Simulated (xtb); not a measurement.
# Single-point calculation, with input and output: C$_{4}$H$_{6}$Ge

C$_{4}$H$_{6}$Ge, computed with GFN2-xTB (xtb 6.7.1 later snapshot).

The geometry comes from this level: GFN2-xTB.

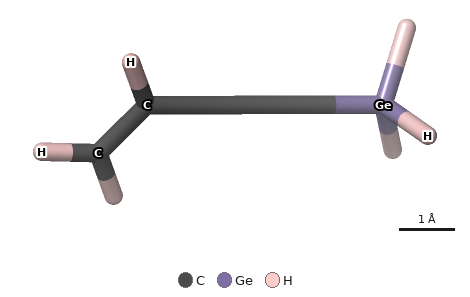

Figure 1. The input geometry (stick view, seen at a tilt). Sticks mark near contacts.

### The input (struc.xyz)
```
11

C     -0.00727    -1.34199     2.34279
C      0.61252    -1.31690     1.16781
C      0.30158    -0.39563     0.14624
C      0.03914     0.38637    -0.74033
Ge    -0.37218     1.61004    -2.11474
H     -0.79416    -0.64483     2.57842
H      0.25311    -2.05818     3.10324
H      1.40353    -2.01923     0.93371
H     -1.15501     2.74406    -1.54349
H      0.89647     2.12013    -2.71151
H     -1.17773     0.91617    -3.16212
```

Run on 1 thread of Arm Neoverse V2, 24 GiB of memory available, shared host.

Launched with:
```bash
xtb -c 0 -u 0 --iterations 250 --sp -- struc.xyz | tee out.txt
```

### Log
```
* xtb version 6.7.1
   ID    Z sym.   atoms
    1    6 C      1-4
    2   32 Ge     5
    3    1 H      6-11

           -------------------------------------------------
          |                Calculation Setup                |
           -------------------------------------------------

          program call               : xtb -c 0 -u 0 --iterations 250 --sp -- struc.xyz
          coordinate file            : struc.xyz
          omp threads                :                     1

           -------------------------------------------------
          |                 G F N 2 - x T B                 |
           -------------------------------------------------

      * Hamiltonian:
        H0-scaling (s, p, d)           1.850000    2.230000    2.230000
        zeta-weighting                 0.500000
      * Dispersion:
        s8                             2.700000
        a1                             0.520000
        a2                             5.000000
        s9                             5.000000
      * Repulsion:
        kExp                           1.500000    1.000000
        rExp                           1.000000
      * Coulomb:
        alpha                          2.000000
        third order                    shell-resolved
        anisotropic                    true
        a3                             3.000000
        a5                             4.000000
        cn-shift                       1.200000
        cn-exp                         4.000000
        max-rad                        5.000000

          ...................................................
          :                      SETUP                      :
          :.................................................:
          :  # basis functions                  32          :
          :  # atomic orbitals                  31          :
          :  # shells                           17          :
          :  # electrons                        26          :
          :  max. iterations                   250          :
          :  Hamiltonian                  GFN2-xTB          :
          :  restarted?                      false          :
          :  GBSA solvation                  false          :
          :  PC potential                    false          :
          :  electronic temp.          300.0000000     K    :
          :  accuracy                    1.0000000          :
          :  -> integral cutoff          0.2500000E+02      :
          :  -> integral neglect         0.1000000E-07      :
          :  -> SCF convergence          0.1000000E-05 Eh   :
          :  -> wf. convergence          0.1000000E-03 e    :
          :  Broyden damping             0.4000000          :
          :  net charge                          0          :
          :  unpaired electrons                  0          :
          ...................................................

 iter      E             dE          RMSdq      gap      omega  full diag
   1    -13.6289749 -0.136290E+02  0.677E+00    3.79       0.0  T
   2    -13.6432486 -0.142737E-01  0.462E+00    3.98       1.0  T
   3    -13.6917245 -0.484759E-01  0.236E+00    3.95       1.0  T
   4    -13.6637743  0.279502E-01  0.214E+00    3.93       1.0  T
   5    -13.7036682 -0.398939E-01  0.899E-01    3.95       1.0  T
   6    -13.7064455 -0.277735E-02  0.126E-01    3.93       1.0  T
   7    -13.7064880 -0.425076E-04  0.734E-02    3.93       1.0  T
   8    -13.7065009 -0.129040E-04  0.261E-02    3.93       1.2  T
   9    -13.7065043 -0.338286E-05  0.431E-03    3.93       7.0  T
  10    -13.7065043 -0.345736E-08  0.197E-03    3.93      15.3  T
  11    -13.7065044 -0.235435E-07  0.238E-04    3.93     126.7  T
  12    -13.7065044 -0.734488E-10  0.490E-05    3.93     615.8  T

   *** convergence criteria satisfied after 12 iterations ***

         #    Occupation            Energy/Eh            Energy/eV
      -------------------------------------------------------------
         1        2.0000           -0.6291315             -17.1195
       ...           ...                  ...                  ...
         7        2.0000           -0.4610502             -12.5458
         8        2.0000           -0.4595896             -12.5061
         9        2.0000           -0.4431488             -12.0587
        10        2.0000           -0.4390151             -11.9462
        11        2.0000           -0.4337996             -11.8043
        12        2.0000           -0.4092113             -11.1352
        13        2.0000           -0.3951109             -10.7515 (HOMO)
        14                         -0.2507012              -6.8219 (LUMO)
        15                         -0.1925226              -5.2388
        16                         -0.1395943              -3.7986
        17                         -0.1156438              -3.1468
        18                         -0.0797984              -2.1714
       ...                                ...                  ...
        31                          1.2958392              35.2616
      -------------------------------------------------------------
                  HL-Gap            0.1444097 Eh            3.9296 eV
             Fermi-level           -0.3229060 Eh           -8.7867 eV

 SCC (total)                   0 d,  0 h,  0 min,  0.004 sec
 SCC setup                      ...        0 min,  0.000 sec (  1.408%)
 Dispersion                     ...        0 min,  0.000 sec (  1.155%)
 classical contributions        ...        0 min,  0.000 sec (  0.152%)
 integral evaluation            ...        0 min,  0.001 sec ( 13.033%)
 iterations                     ...        0 min,  0.003 sec ( 58.240%)
 molecular gradient             ...        0 min,  0.001 sec ( 24.510%)
 printout                       ...        0 min,  0.000 sec (  1.268%)

         :::::::::::::::::::::::::::::::::::::::::::::::::::::
         ::                     SUMMARY                     ::
         :::::::::::::::::::::::::::::::::::::::::::::::::::::
         :: total energy             -13.435509213527 Eh    ::
         :: gradient norm              0.000763738147 Eh/a0 ::
         :: HOMO-LUMO gap              3.929587150193 eV    ::
         ::.................................................::
         :: SCC energy               -13.706512753207 Eh    ::
         :: -> isotropic ES           -0.000233814430 Eh    ::
         :: -> anisotropic ES          0.001521923453 Eh    ::
         :: -> anisotropic XC          0.012049248147 Eh    ::
         :: -> dispersion             -0.005888591731 Eh    ::
         :: repulsion energy           0.271003539679 Eh    ::
         :: add. restraining           0.000000000000 Eh    ::
         :: total charge               0.000000000000 e     ::
         :::::::::::::::::::::::::::::::::::::::::::::::::::::

           -------------------------------------------------
          |                Property Printout                |
           -------------------------------------------------

    * Orbital Energies and Occupations

         #    Occupation            Energy/Eh            Energy/eV
      -------------------------------------------------------------
         1        2.0000           -0.6291315             -17.1195
         2        2.0000           -0.6241330             -16.9835
         3        2.0000           -0.6044085             -16.4468
         4        2.0000           -0.5659364             -15.3999
         5        2.0000           -0.5253654             -14.2959
         6        2.0000           -0.4931471             -13.4192
         7        2.0000           -0.4610502             -12.5458
         8        2.0000           -0.4595896             -12.5061
         9        2.0000           -0.4431488             -12.0587
        10        2.0000           -0.4390151             -11.9462
        11        2.0000           -0.4337996             -11.8043
        12        2.0000           -0.4092113             -11.1352
        13        2.0000           -0.3951109             -10.7515 (HOMO)
        14                         -0.2507012              -6.8219 (LUMO)
        15                         -0.1925226              -5.2388
        16                         -0.1395943              -3.7986
        17                         -0.1156438              -3.1468
        18                         -0.0797984              -2.1714
        19                         -0.0714545              -1.9444
        20                          0.0262734               0.7149
        21                          0.0728171               1.9815
        22                          0.0773416               2.1046
        23                          0.1406079               3.8261
        24                          0.1688042               4.5934
       ...                                ...                  ...
        31                          1.2958392              35.2616
      -------------------------------------------------------------
                  HL-Gap            0.1444097 Eh            3.9296 eV
             Fermi-level           -0.3229060 Eh           -8.7867 eV

     #   Z          covCN         q      C6AA      α(0)
     1   6          2.847    -0.077    29.915     8.964
     2   6          2.886    -0.004    28.127     8.695
     3   6          1.978    -0.019    31.553     9.071
     4   6          1.878    -0.080    33.313     9.322
     5  32          3.718     0.098   169.857    23.398
     6   1          0.926     0.045     2.379     2.412
     7   1          0.926     0.041     2.437     2.441
     8   1          0.925     0.050     2.324     2.384
     9   1          0.940    -0.018     3.392     2.879
    10   1          0.940    -0.018     3.393     2.880
    11   1          0.939    -0.018     3.387     2.877

 Mol. C6AA /au·bohr⁶  :       2049.096737
 Mol. C8AA /au·bohr⁸  :      77834.214871
 Mol. α(0) /au        :         75.324371

Wiberg/Mayer (AO) data.
largest (>0.10) Wiberg bond orders for each atom

 ---------------------------------------------------------------------------
     #   Z sym  total        # sym  WBO       # sym  WBO       # sym  WBO
 ---------------------------------------------------------------------------
     1   6      3.975 --     2      1.879     7      0.978     6      0.977
                             4      0.137
     2   6      3.993 --     1      1.879     3      1.136     8      0.947
     3   6      3.978 --     4      2.711     2      1.136
     4   6      3.960 --     3      2.711     5      0.962     1      0.137
     5  32      3.638 --     4      0.962     9      0.862    10      0.862
                            11      0.862
     6   1      0.998 --     1      0.977
     7   1      0.997 --     1      0.978
     8   1      0.997 --     2      0.947
     9   1      0.999 --     5      0.862
    10   1      0.998 --     5      0.862
    11   1      0.996 --     5      0.862
 ---------------------------------------------------------------------------

Topologies differ in total number of bonds
Writing topology from bond orders to xtbtopo.mol

molecular dipole:
                 x           y           z       tot (Debye)
 q only:        0.043      -0.142       0.166
   full:        0.053      -0.168       0.192       0.662
molecular quadrupole (traceless):
                xx          xy          yy          xz          yz          zz
 q only:       -0.805      -0.812       0.151       0.141      -1.381       0.654
  q+dip:       -2.284      -2.588       0.371       0.191      -3.955       1.913
   full:       -1.212      -1.492       0.280       0.167      -2.162       0.931

           -------------------------------------------------
          | TOTAL ENERGY              -13.435509213527 Eh   |
          | GRADIENT NORM               0.000763738147 Eh/α |
          | HOMO-LUMO GAP               3.929587150193 eV   |
           -------------------------------------------------

------------------------------------------------------------------------
------------------------------------------------------------------------
 total:
 *  cpu-time:     0 d,  0 h,  0 min,  0.010 sec
 * ratio c/w:     0.997 speedup
 SCF:
 *  cpu-time:     0 d,  0 h,  0 min,  0.004 sec
 * ratio c/w:     0.999 speedup
```

### Standard error
```
normal termination of xtb
```

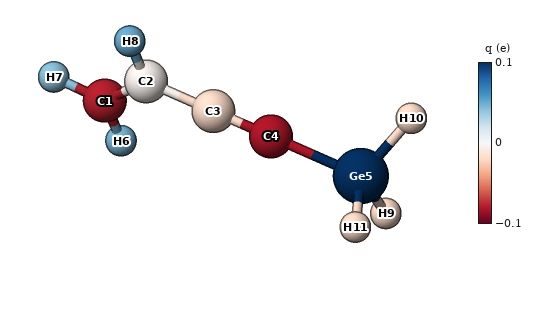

Figure 2. Mulliken charges, as the colour of each atom (ball-and-stick view, seen at a tilt; atoms are numbered from 1 in the order of the input). By element: C −0.08 to 0.00, Ge +0.10 and H −0.02 to +0.05 e.

### Summary

| quantity | value |
| --- | --- |
| outcome | converged |
| electrons treated | 26 |
| total energy | −13.435509 hartree |
| dispersion energy | −0.005889 hartree |
| basis functions | 32 |
| HOMO | −10.75 eV |
| LUMO | −6.82 eV |
| dipole moment | 0.66 D |
| peak memory | 0.073 GiB |
